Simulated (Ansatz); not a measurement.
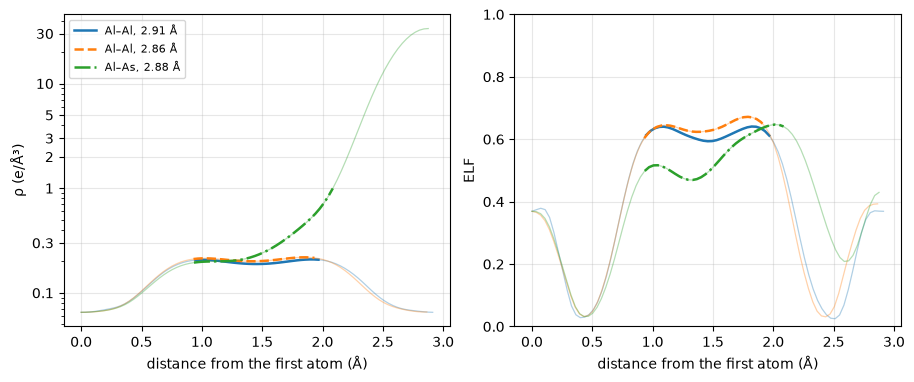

*Al5As. Valence charge density (pseudo) and ELF along straight lines between neighbouring atoms. Thin, pale parts lie inside the atomic spheres.*

Space group P6₃22; a generated structure, not necessarily the stable one.

Method: DFT PBE, scalar-relativistic, plane waves, PAW (Ansatz).

Core electrons are frozen (PAW), and the valence fields are smoothed inside the atomic spheres.

The calculation's input:

```
crystal:
  lattice:
    - [5.0255460536, 0.0, 0.0]
    - [-2.5127730268, 4.3522505503, 0.0]
    - [0.0, 0.0, 9.3323105996]
  atoms:
    - { symbol: Al, position: [0.0, 0.6693420266, 0.5] }
    - { symbol: Al, position: [0.0, 0.0, 0.25] }
    - { symbol: Al, position: [0.6693420266, 0.0, 0.5] }
    - { symbol: Al, position: [0.6693420266, 0.6693420266, 0.0] }
    - { symbol: Al, position: [0.0, 0.0, 0.75] }
    - { symbol: Al, position: [0.3333333333, 0.6666666667, 0.75] }
    - { symbol: Al, position: [0.6666666667, 0.3333333333, 0.25] }
    - { symbol: Al, position: [0.3306579734, 0.3306579734, 0.5] }
    - { symbol: Al, position: [0.0, 0.3306579734, 0.0] }
    - { symbol: Al, position: [0.3306579734, 0.0, 0.0] }
    - { symbol: As, position: [0.6666666667, 0.3333333333, 0.75] }
    - { symbol: As, position: [0.3333333333, 0.6666666667, 0.25] }
basis:
  ecutwfc: 420
kpoints:
  mp_grid: { grid: [6, 6, 4] }
  band_path:
    path:
      - [[0.0, 0.0, 0.0], [0.5, 0.0, 0.0], [0.33333333, 0.33333333, 0.0], [0.0, 0.0, 0.0], [0.0, 0.0, 0.5], [0.5, 0.0, 0.5], [0.33333333, 0.33333333, 0.5], [0.0, 0.0, 0.5]]
      - [[0.5, 0.0, 0.5], [0.5, 0.0, 0.0]]
      - [[0.33333333, 0.33333333, 0.5], [0.33333333, 0.33333333, 0.0]]
    npoints: 10
hamiltonian:
  xc: pbe
scf:
  occupations: { method: gaussian, width: 0.1 }
  n_extra_bands: 30
output:
  forces: true
  stress: true
  eigenvalues: true
  populations: true
  dos: { projected: true, de: 0.02, nscf_kmesh: { grid: [8, 8, 5] } }
  bader: false
  write_density: true
  write_potential: true
  elf: true
  volumetric_format: npy
```

Launched as:

```sh
ansatz run input.yaml --threads 1 --pin off --max-ram 2560MiB --backend cpu --events-out ev --progress --plain --runs-dir out
```

Below, planes, directions and counts refer to the conventional cell (a = 5.03 Å, b = 5.03 Å, c = 9.33 Å, α = 90.00°, β = 90.00°, γ = 120.00°).

What can be read from the curves?

Al–Al (2.91 Å): ρ is about 0.19 e/Å³ halfway; the ELF peaks at about 0.65 between the atoms.
Al–Al (2.86 Å): ρ is about 0.2 e/Å³ halfway; the ELF peaks at about 0.65 between the atoms.
Al–As (2.88 Å): ρ at the midpoint is about 0.22 e/Å³; the ELF is about 0.50 at the midpoint.
